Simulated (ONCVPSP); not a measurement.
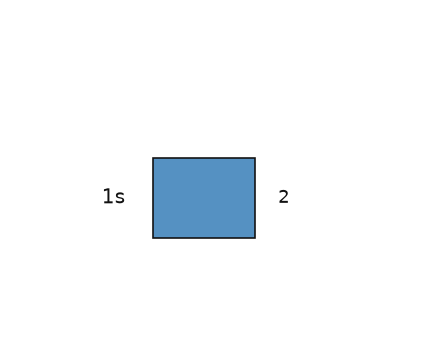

**Figure 1.** The valence shells of the reference configuration: a box for each of the 2l + 1 orbitals, shaded by the share of the shell that is filled, with the electron count at the right. The shells are those of the unaltered input.

**Pseudopotential generation, with input and output: He**

System: helium (He, Z = 2), core none, reference valence 1s2, valence charge 2. (This line and the method describe the unaltered input from which the odd one was made.)
Method: ONCV potential, PBE, scalar-relativistic, made with ONCVPSP 4.0.1.

Outcome:

- outcome: generated
- ghost flags of the generator: 0 GHOST(-), 0 GHOST(+)
- largest excitation error printed: 7.2 meV
- hardware: 1 CPU thread, shared host
- wall time: 1.6 s

What is odd here:

This input holds a deliberate oddity: debl of l = 1 set to 0.00 Ha. The program ran to the end. The all-electron atom is untouched: its total energy equals that from the unaltered input (−2.8931 Ha). The pseudo-atom's energy and ghost flags in the reference configuration are also those from the unaltered input, so the oddity leaves no trace there.

The input:
```
# ATOM AND REFERENCE CONFIGURATION
# atsym  z   nc   nv     iexc    psfile
  He 2.00    0    1        4      upf
#
#   n    l    f
    1    0    2.00
#
# PSEUDOPOTENTIAL AND OPTIMIZATION
# lmax
    1
#
#   l,   rc,      ep,       ncon, nbas, qcut
    0    0.60    0.00    5   10   13.20
    1    0.55    0.16    4    7   12.90
#
# LOCAL POTENTIAL
# lloc, lpopt,  rc(5),   dvloc0
    4    1    0.35    1.00
#
# VANDERBILT-KLEINMAN-BYLANDER PROJECTORs
# l, nproj, debl
    0    2    3.10
    1    1    0.00
#
# MODEL CORE CHARGE
# icmod, fcfact, rcfact
    0    0.00    0.00
#
# LOG DERIVATIVE ANALYSIS
# epsh1, epsh2, depsh
   -2.00    5.00    0.02
#
# OUTPUT GRID
# rlmax, drl
    6.00    0.01
#
# TEST CONFIGURATIONS
# ncnf
    2
# nvcnf
#   n    l    f
    1
    1    0    1.00
#
    1
    1    0    1.50
#
```

Run as:
```bash
oncvpsp.x < He.dat > He.out
```

Log (extracts):
```
ONCVPSP  (Optimized Norm-Conservinng Vanderbilt PSeudopotential)
scalar-relativistic version 4.0.1

#   n    l    f        energy (Ha)
    1    0    2.00    -5.7930928E-01

Reference configufation results
  iterations    27
  all-electron total energy (Ha)   -2.89307390D+00

Begin loop to  construct optimized pseudo wave functions
and semi-local pseudopoentials for all angular momenta

   Wellstate for l =  0  n =  3
     eigenvalue =   2.5207
     asymptotic potential =   3.0207
     half-point radius =  2.7202

Calculating optimized projector #   1

 for l=   0

    Fraction of norm inside rc  0.328862
    Optimizing pswf for qcut=  13.20 a_B^-1,  ecut=  87.07 Ha
    Residual kinetic energy error=  2.71D-04 Ha

    Energy error per electron        Cutoff
         Ha          eV             Ha
         0.01000     0.27211       44.91
         0.00100     0.02721       71.57
         0.00010     0.00272      160.93
         0.00001     0.00027      742.75

Calculating optimized projector #   2

 for l=   0

    Fraction of norm inside rc  0.058249
    Optimizing pswf for qcut=  13.20 a_B^-1,  ecut=  87.07 Ha
    Residual kinetic energy error=  1.05D-04 Ha

    Energy error per electron        Cutoff
         Ha          eV             Ha
         0.01000     0.27211       33.05
         0.00100     0.02721       62.49
         0.00010     0.00272       87.50
         0.00001     0.00027      178.96

   Wellstate for l =  1  n =  2
     eigenvalue =   0.1600
     asymptotic potential =   0.6600
     half-point radius =  8.3992

Calculating optimized projector #   1

 for l=   1

    Fraction of norm inside rc  0.000524
    Optimizing pswf for qcut=  12.92 a_B^-1,  ecut=  83.40 Ha
    Residual kinetic energy error=  2.37D-07 Ha

    Energy error per electron        Cutoff
         Ha          eV             Ha
         0.01000     0.27211        0.88
         0.00100     0.02721        3.48
         0.00010     0.00272       12.05
         0.00001     0.00027       32.17

Construct Vanderbilt / Kleinmman-Bylander projectors

B matrix Hermiticity error, ll=   0
   1   2   -9.8084E-05

  Orthonormal projector coefficients -1.3842E+01 -3.1120E+00

Pseudoatom total energy   -2.890597

Diagnostic tests using Vanderbilt-Kleinman-Bylander pseudopotentials
  1 or more projectors used as specified by nproj input data

   l    rcore       rmatch      e in        delta e   norm test  slope test

   0   0.6031116   0.6214234  -0.5793093  -0.0000239   1.0000242   1.0000460
   0   0.6031116   0.6214234   2.5206907  -0.0000173   1.0001413   1.0001413

   1   0.5513508   0.5680910   0.1600000   0.0000449   1.0000009   1.0000009

 Testing for bound ghosts
   n   l    E NL Schr. Eq   E Basis Diag.   E Cutoff

   1   0       -0.579333       -0.356254   1225.47

 Testing for highly-localized positive-energy ghosts
       l    <radius>/rc     E Basis Diag.   E Cutoff

Test configuration 0

   n   l     f        eae           eps        diff
   1   0  2.0000   -0.57930928   -0.57933321   -2.39D-05

    Total energies and differences
      AE_ref= -2.89307390D+00  AE_tst= -2.89307390D+00  dif=  0.00D+00
      PS_ref= -2.89059733D+00  PS_tst= -2.89059733D+00  dif=  3.91D-14
      PSP excitation error= -3.91D-14

Test configuration 1

   n   l     f        eae           eps        diff
   1   0  1.0000   -1.43799912   -1.43719233    8.07D-04

    Total energies and differences
      AE_ref= -2.89307390D+00  AE_tst= -1.90214675D+00  dif=  9.91D-01
      PS_ref= -2.89059733D+00  PS_tst= -1.89993363D+00  dif=  9.91D-01
      PSP excitation error=  2.63D-04

Test configuration 2

   n   l     f        eae           eps        diff
   1   0  1.5000   -0.98198678   -0.98178446    2.02D-04

    Total energies and differences
      AE_ref= -2.89307390D+00  AE_tst= -2.50527560D+00  dif=  3.88D-01
      PS_ref= -2.89059733D+00  PS_tst= -2.50283089D+00  dif=  3.88D-01
      PSP excitation error=  3.19D-05
```
